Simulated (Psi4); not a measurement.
# PBE/cc-pV(Q+d)Z (density fitting, sweep point 6) run of AlH2F (SMILES [H][Al]([H])[F])

What is the vertical singlet–triplet gap of AlH2F at PBE/cc-pV(Q+d)Z (density fitting, sweep point 6)? 

Program for the calculation: Psi4 1.11.

## Step 1: Starting point

AlH2F: 4 atoms, total charge 0, spin state singlet. SMILES: `[H][Al]([H])[F]`. Geometry: a GFN2-xTB relaxation, a rough one for these elements and not checked as a minimum.

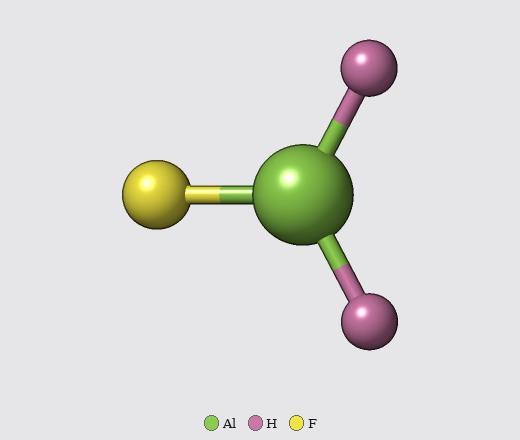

Viewed from a chosen angle; aluminium green, hydrogen pink, fluorine yellow.

## Step 2: A single-point energy at PBE/cc-pV(Q+d)Z (density fitting, sweep point 6)

The input, input.dat:

```
memory 1.6 GB

molecule m {
  Al     0.019600     0.032680     0.000940
  H      1.546910    -0.017870     0.014080
  H     -0.738990     1.358820    -0.019420
  F     -0.827520    -1.373630     0.004400
  symmetry c1
}

set puream true
set scf_type df
set dft_radial_points 99
set dft_spherical_points 590

e_tot, wfn = energy("pbe/cc-pV(Q+d)Z", return_wfn=True)
print_variables()
```

Run with:

```console
psi4 -n 1 input.dat output.dat
```

output.dat:

```text
[...]
  Running in c1 symmetry.
[...]
  Nuclear repulsion =   50.398213572615205
[...]
  Multiplicity = 1
[...]
  Nalpha       = 12
  Nbeta        = 12
[...]
    Number of basis functions: 179
[...]
   @DF-RKS iter   1:  -343.23580702563157   -3.92085e-01   3.14715e-03 DIIS/ADIIS
[...]
   @DF-RKS iter   7:  -343.35149699792913   -3.22244e-07   5.56811e-07 DIIS
[...]
    Orbital Energies [Eh]
    ---------------------
    Doubly Occupied:
       1A    -55.393714     2A    -24.218969     3A     -3.946916
       4A     -2.555851     5A     -2.547354     6A     -2.545100
       7A     -1.047615     8A     -0.414617     9A     -0.356127
      10A     -0.354926    11A     -0.341686    12A     -0.273954
[...]
  @DF-RKS Final Energy:  -343.35149699792913
   => Energetics <=
    Nuclear Repulsion Energy =             50.3982135726152052
    One-Electron Energy =                -578.4229327021897689
    Two-Electron Energy =                 214.3337596416080260
    DFT Exchange-Correlation Energy =     -29.6605375099626016
    Empirical Dispersion Energy =           0.0000000000000000
    VV10 Nonlocal Energy =                  0.0000000000000000
    Total Energy =                       -343.3514969979291322
[...]
 Multipole Moments:
 ------------------------------------------------------------------------------------
     Multipole            Electronic (a.u.)      Nuclear  (a.u.)        Total (a.u.)
 ------------------------------------------------------------------------------------
 L = 1.  Multiply by 2.5417464519 to convert [e a0] to [Debye]
 Dipole X            :         -1.2897645            1.5211152            0.2313507
 Dipole Y            :         -2.1402465            2.5246823            0.3844358
 Dipole Z            :          0.0115555           -0.0100376            0.0015179
 Magnitude           :                                                    0.4486829
[...]
```

It took 15 s on 1 thread of Intel Xeon Platinum 8259CL at 2.50GHz (Skylake/Cascade Lake), shared host; peak memory 1.3 GiB.

## Step 3: The triplet at the same level

The input, input.dat:

```
memory 1.6 GB

molecule molecule1 {
  0 3
  Al     0.019600     0.032680     0.000940
  H      1.546910    -0.017870     0.014080
  H     -0.738990     1.358820    -0.019420
  F     -0.827520    -1.373630     0.004400
  symmetry c1
}

set {
  basis                cc-pV(Q+d)Z
  reference            uks
  puream               true
  scf_type             df
  dft_radial_points    99
  dft_spherical_points 590
  maxiter              150
}

e_tot, wfn = energy('pbe', return_wfn=True)
print_variables()
```

Run with:

```console
psi4 -i input.dat -o output.dat -n 1
```

output.dat:

```text
[...]
  Running in c1 symmetry.
[...]
  Nuclear repulsion =   50.398213572615205
[...]
  Multiplicity = 3
[...]
  Nalpha       = 13
  Nbeta        = 11
[...]
    Number of basis functions: 179
[...]
   @DF-UKS iter   1:  -343.05942365164316   -2.15701e-01   3.07702e-03 ADIIS/DIIS
[...]
   @DF-UKS iter  10:  -343.16502995804825   -3.92798e-08   5.98937e-07 DIIS
[...]
   @S^2 Observed:                2.003150881E+00
[...]
    Orbital Energies [Eh]
    ---------------------
    Alpha Occupied:
       1A    -55.410021     2A    -24.241332     3A     -3.964087
       4A     -2.568626     5A     -2.567212     6A     -2.564843
       7A     -1.067949     8A     -0.459707     9A     -0.393948
      10A     -0.393089    11A     -0.370280    12A     -0.357622
      13A     -0.118446
    Alpha Virtual:
      14A     -0.064346    15A     -0.030182    16A      0.019169
      17A      0.022852    18A      0.048301    19A      0.064259
      20A      0.068273    21A      0.088096    22A      0.109736
      23A      0.145236    24A      0.193642    25A      0.203894
[...]
  @DF-UKS Final Energy:  -343.16502995804825
   => Energetics <=
    Nuclear Repulsion Energy =             50.3982135726152052
    One-Electron Energy =                -577.7564257696383265
    Two-Electron Energy =                 213.7611729922944903
    DFT Exchange-Correlation Energy =     -29.5679907533196236
    Empirical Dispersion Energy =           0.0000000000000000
    VV10 Nonlocal Energy =                  0.0000000000000000
    Total Energy =                       -343.1650299580482510
[...]
 Multipole Moments:
 ------------------------------------------------------------------------------------
     Multipole            Electronic (a.u.)      Nuclear  (a.u.)        Total (a.u.)
 ------------------------------------------------------------------------------------
 L = 1.  Multiply by 2.5417464519 to convert [e a0] to [Debye]
 Dipole X            :         -1.2170734            1.5211152            0.3040419
 Dipole Y            :         -2.0205603            2.5246823            0.5041220
 Dipole Z            :          0.0040632           -0.0100376           -0.0059744
 Magnitude           :                                                    0.5887412
[...]
```

Run time: 28 s. Hardware: 1 thread of Intel Xeon Platinum 8259CL at 2.50GHz (Skylake/Cascade Lake), shared host; peak memory 1.3 GiB.

## Step 4: Outcome

Level: PBE/cc-pV(Q+d)Z (density fitting, sweep point 6).

```
                                        quantity          value
                           singlet: total energy  -343.35150 Eh
                          singlet: dipole moment         1.14 D
                            singlet: HOMO energy       -7.45 eV
                            singlet: LUMO energy       -2.12 eV
                          singlet: HOMO–LUMO gap        5.34 eV
                           triplet: total energy  -343.16503 Eh
                          triplet: dipole moment         1.50 D
     triplet: HOMO energy (highest over α and β)       -3.22 eV
                                   triplet: ⟨S²⟩          2.003
vertical energy of the triplet above the singlet       5.074 eV
```

At this shape the triplet lies 5.07 eV (490 kJ/mol) above the singlet.
